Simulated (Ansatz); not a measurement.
# C₃H₅AlO: small, medium and large basis sets

How large a basis does C₃H₅AlO need? Two functionals are run in growing sets.

Method: one geometry, several basis sets; program: Ansatz 0.2.0, Gaussian basis.

Plan: PBE0-D4/def2-SVP; ωB97M-V/def2-SVP; PBE0-D4/def2-QZVPP; ωB97M-V/def2-QZVPP; the functionals' def2-TZVPP values are taken from earlier runs.

## (1) The geometry

All runs share one geometry, relaxed beforehand with PBE0-D4 in a triple-zeta def2 set.

SMILES `C=[C]1[O][Al]1[CH3]`, 10 atoms, charge 0, spin multiplicity 1.

Atoms are counted from 1 here; the program's logs count them from 0.

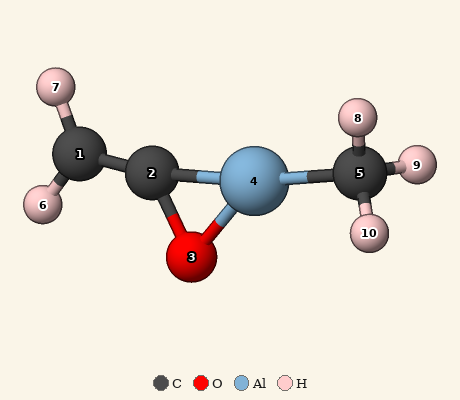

The structure; carbon dark grey, oxygen red, aluminium light blue, hydrogen pink; atoms are numbered from 1 in the order of the file.

## (2) PBE0-D4 in def2-SVP

The input, in.yaml:

```yaml
crystal:
  periodic: [false, false, false]
  atoms:
    - {symbol: C, position_ang: [-0.860753, -1.988600, 1.580069]}
    - {symbol: C, position_ang: [-0.315505, -1.082880, 0.786656]}
    - {symbol: O, position_ang: [0.961860, -1.150488, 0.172572]}
    - {symbol: Al, position_ang: [0.203805, 0.334757, -0.283150]}
    - {symbol: C, position_ang: [0.520329, 1.908332, -1.352583]}
    - {symbol: H, position_ang: [-0.335575, -2.905725, 1.831950]}
    - {symbol: H, position_ang: [-1.847650, -1.825306, 1.992110]}
    - {symbol: H, position_ang: [-0.047939, 2.765693, -0.986315]}
    - {symbol: H, position_ang: [0.222539, 1.726354, -2.389000]}
    - {symbol: H, position_ang: [1.581989, 2.166864, -1.349408]}
basis:
  gaussian: {orbitals: def2-SVP}
hamiltonian: {xc: pbe0, dispersion: d4}
output: {orbitals: {seedname: orbitals}}
```

Launch:

```console
ansatz run in.yaml --threads 2 --pin off --events-out ev --progress --plain --max-ram 4352MiB
```

The runs that follow: ωB97M-V in def2-SVP; PBE0-D4 in def2-QZVPP; ωB97M-V in def2-QZVPP.

**Question.** What will the summary of the whole plan be? Wanted: PBE0-D4: double and triple zeta above quadruple; ωB97M-V: double and triple zeta above quadruple.

The runs gave:

| quantity | value |
| --- | --- |
| PBE0-D4: double and triple zeta above quadruple | 8.95, 0.50 eV |
| ωB97M-V: double and triple zeta above quadruple | 9.14, 0.48 eV |

In words: PBE0-D4 gains 8.44 eV from double to triple zeta, then 0.50 eV more. Total energies overstate the basis error of differences, where much of it tends to cancel. The LUMO of ωB97M-V is positive and keeps falling with the basis (0.99 to 0.30 eV): an unbound level that the basis holds in place.
